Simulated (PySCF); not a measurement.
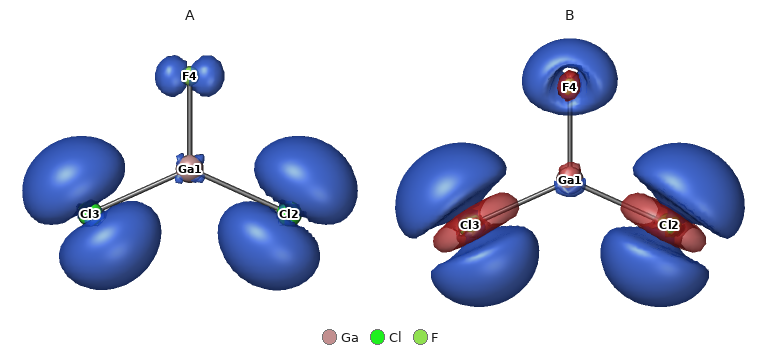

*Cl$_{2}$FGa. The Fukui function f⁻ from two separate SCF calculations and the density of the HOMO, at ±0.015 e/Å³ (blue positive, red negative).*

Level of theory: PBE0/cc-pVTZ (PySCF), at a geometry from GFN2-xTB. No frequency check shows the geometry to be a minimum. GFN2-xTB bond lengths at metals and heavier atoms can be off by up to 0.1 Å and shapes distorted, which carries into these values.

Coordinates in Å:

```
Ga1      0.0001   -0.1765    0.0000
Cl2     -1.8931    0.6756    0.0000
Cl3      1.8931    0.6754    0.0000
F4      -0.0003   -1.9438    0.0000
```

### Which panel is which, and how good is the frozen-orbital picture?

B is f⁻ (it has negative regions), A the HOMO density. The HOMO lies on Cl2 and Cl3 (46 % each) and Ga1 (6 %); f⁻ (Hirshfeld-condensed) is largest on Cl2 and Cl3 (0.39 each); the vertical ionisation energy is 12.10 eV (the stability of the cation's solution wasn't checked). Relaxation shifts 14 % of the electron between atoms. The orbital energy is −9.87 eV.
